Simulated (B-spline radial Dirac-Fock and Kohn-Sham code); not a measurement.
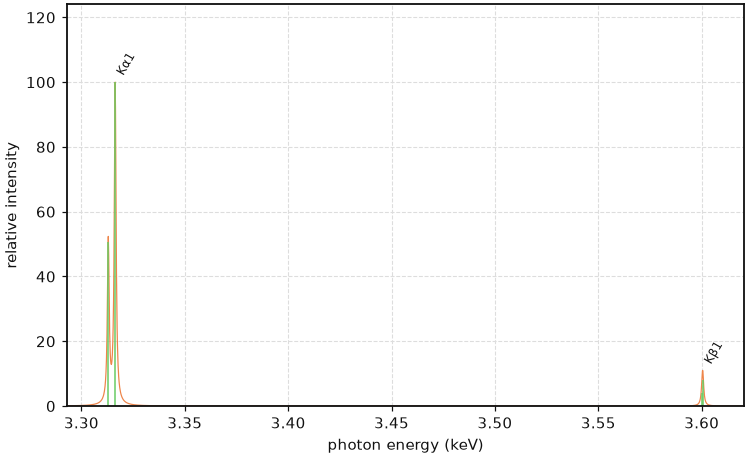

X-ray emission lines that fill a K (1s) hole, broadened by a Lorentzian of 1.0 eV full width. Multiplet splitting by the open shell is left out. It refers to K³⁺, configuration [Ne] 3s2 3p4. Level of theory: independent-particle rates on relativistic LDA orbitals of the hole state (multipoles to L = 3), energies from Dirac–Fock ΔSCF; calculated with a B-spline radial atomic code.

> What are the natural width, lifetime and fluorescence yield of the K hole?

Width 0.697 eV, lifetime 0.944 fs, fluorescence yield 0.141.
